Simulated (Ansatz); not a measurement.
## Electronic structure of CH5CuN (SMILES C[NH][CuH-]) (charge −1) in real space

Input

```
crystal:
  periodic: [false, false, false]
  atoms:
    - {symbol: C, position_ang: [-1.184920, 0.739947, -0.636183]}
    - {symbol: Cu, position_ang: [-3.338598, 0.519502, 1.383960]}
    - {symbol: "N", position_ang: [-2.572348, 0.505484, -0.342514]}
    - {symbol: H, position_ang: [-0.742725, 1.382300, 0.145192]}
    - {symbol: H, position_ang: [-0.530570, -0.170989, -0.674300]}
    - {symbol: H, position_ang: [-1.002462, 1.272226, -1.604497]}
    - {symbol: H, position_ang: [-3.001614, -0.061439, -1.069749]}
    - {symbol: H, position_ang: [-3.968274, 0.587020, 2.787835]}
basis:
  gaussian: {orbitals: def2-TZVPD}
total_charge: -1
hamiltonian: {xc: pbe0}
output: {forces: true, orbitals: {seedname: orbitals}}
```

Command:

```sh
ansatz run input.yaml --threads 2 --pin off --max-ram 4350MiB --events-out events.jsonl --progress --plain --runs-dir runs
```

Geometry: B3LYP-D3(BJ)/def2-SVPD.

The calculation used Ansatz, isolated molecule in a Gaussian basis; Kohn-Sham density functional theory, functional PBE0.

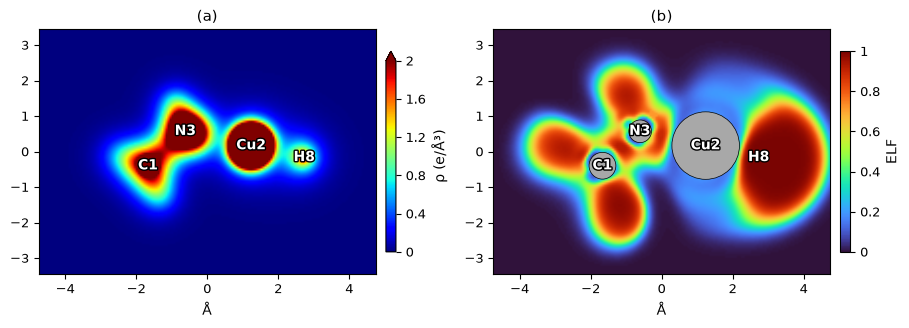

Figure 1. (a) total electron density; (b) electron localisation function on the plane of atoms C1, N3 and Cu2. Grey discs cover the atomic cores in the ELF map.

Q: Read the bonding off the picture.

A: Atoms in the plane: C, Cu, N and H.
C–N (1.44 Å): ρ is about 2 e/Å³ halfway; the ELF peaks at about 0.90 between the atoms: a covalent bond.
Cu–N (1.89 Å): the density is about 0.76 e/Å³ at the midpoint; the ELF peaks at about 0.90 in the valence shell of N, 0.6 Å from its nucleus, and is about 0.25 at the midpoint.
Cu–H (1.54 Å): the density is about 1.1 e/Å³ at the midpoint; the ELF climbs to about 1 towards the hydrogen.

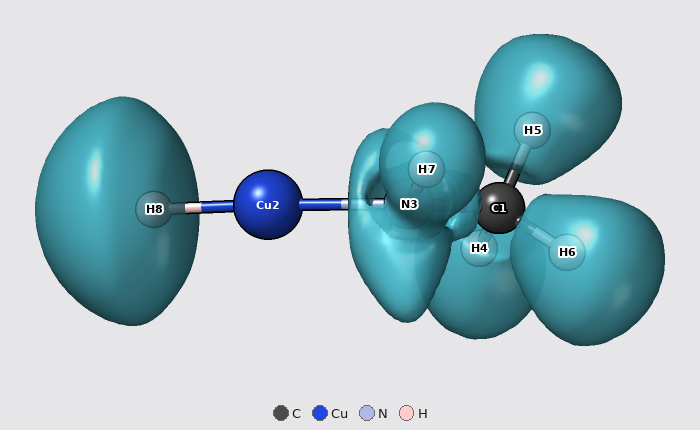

Figure 2. Isosurface of the electron localisation function at 0.75 (cyan), seen from one side. Core shells and regions of very low density are left out.

Q: Where are the electrons localised?

A: The surface consists of four regions around hydrogen nuclei and one joined region spread over several atoms (H, N), in which their bonds and any lone pairs are merged.

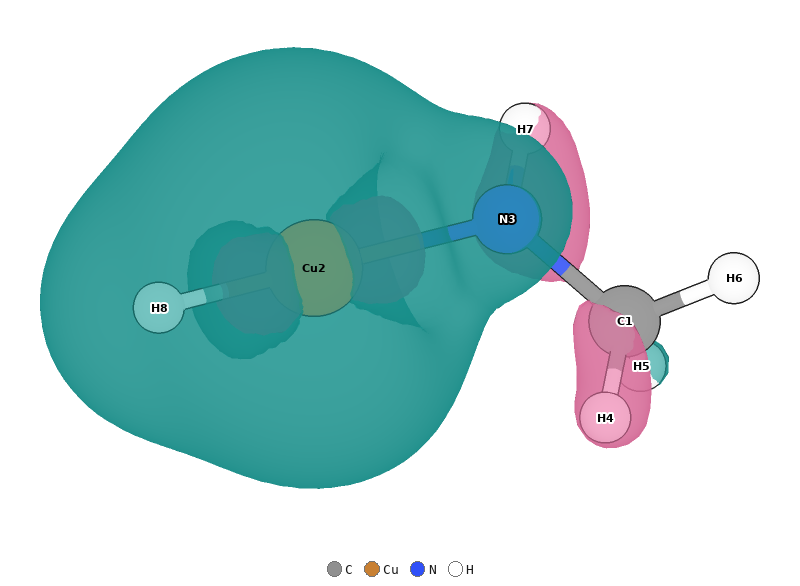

Figure 3. The HOMO−1 at ±0.06 Å⁻³ᐟ² (teal and pink are the two phases), seen at a tilt.

Q: What is the character of this orbital?

A: It lies mainly on Cu2 (about 85 %) and H8 (about 10 %). Its energy is −0.73 eV.
